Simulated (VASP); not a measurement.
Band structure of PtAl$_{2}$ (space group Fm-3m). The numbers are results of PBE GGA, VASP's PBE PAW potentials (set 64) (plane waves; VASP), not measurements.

Unless said otherwise, spin-orbit coupling is left out, though it shifts the bands of the heavy elements here.

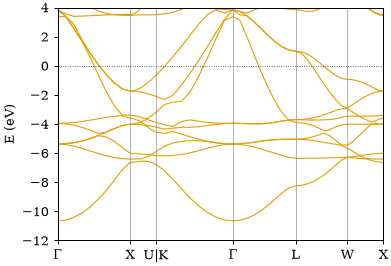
Bands along high-symmetry lines, zero at the valence-band maximum or, without a gap, the Fermi level

### Question
Read the plot: is there a gap, and where are the band edges?

### Answer
It has no gap at this level: it comes out as a metal or semimetal.

The structure is a typed PtAl2 crystal. The cell was not relaxed at this level.
